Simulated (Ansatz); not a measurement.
**A computed series for hypothetical Pm-3n GaN: pressure series**

Take GaN (space group Pm-3n, No. 223; a = 5.513 Å; a hypothetical phase, not in the database extracts checked) as the base.

Cell and atoms are relaxed at each pressure.

All numbers come from PBEsol (Ansatz, a first-principles code; PAW; 420 eV plane waves; without spin-orbit coupling).

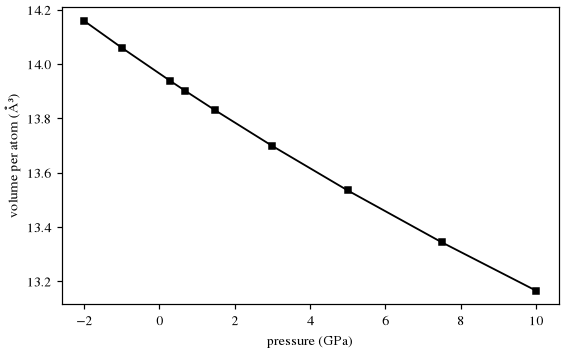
Figure. Volume against pressure

### Question
Estimate the zero-pressure bulk modulus from the plot.

### Answer
About 150 GPa; a third-order Birch–Murnaghan fit to the points gives V₀ = 13.96 Å³/atom, B₀ = 149 GPa and B₀′ = 4.4.

Between the base and pressure 10 GPa the gap moves from 1.56 eV to 1.75 eV, a mean slope of 19 meV/GPa.

Load acts through the strain it causes; cell and atoms are relaxed under it. No phonon test of stability was made. No other phases were tried under pressure.
